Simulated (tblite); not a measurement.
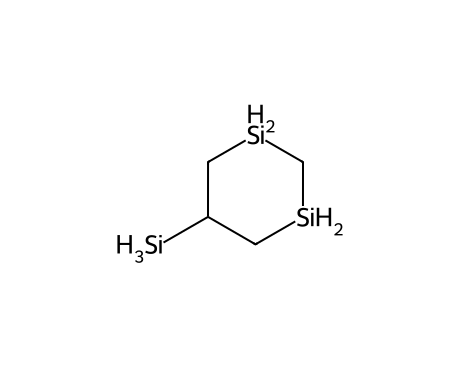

Figure made from data computed with tblite.

2D structure.

**Write the SMILES.**

[SiH3]C1C[SiH2]C[SiH2]C1

**What is the molecular formula?**

C4H14Si3.
